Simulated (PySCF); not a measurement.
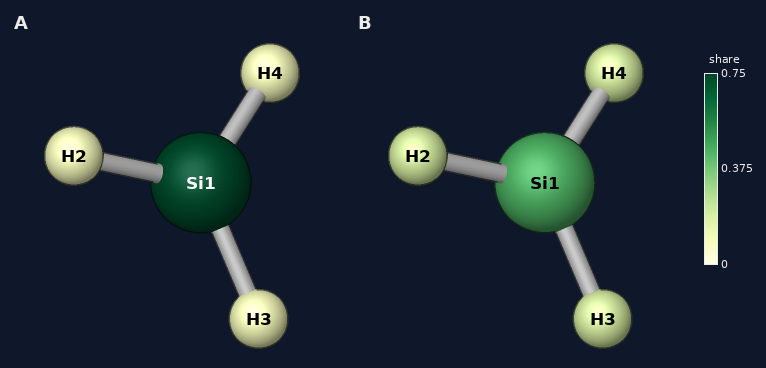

Each panel colours the atoms by their Löwdin share in one orbital (up to four of the largest shares; other atoms are shown as zero). The species has charge +1 and is a spin singlet. The geometry was computed by an optimisation with PBE0-D3(BJ)/def2-SVP. No frequency run is at hand to confirm it as a minimum. Method: CAM-B3LYP/def2-SVPD in chloroform (IEF-PCM) (PySCF 2.14.0).

Question: The panels show the LUMO, LUMO+1, in some order. Which is which?

Answer: A: LUMO, −4.65 eV; Si1 0.73, H2 0.09, H4 0.09, H3 0.09
B: LUMO+1, −0.75 eV; Si1 0.45, H2 0.18, H4 0.18, H3 0.18
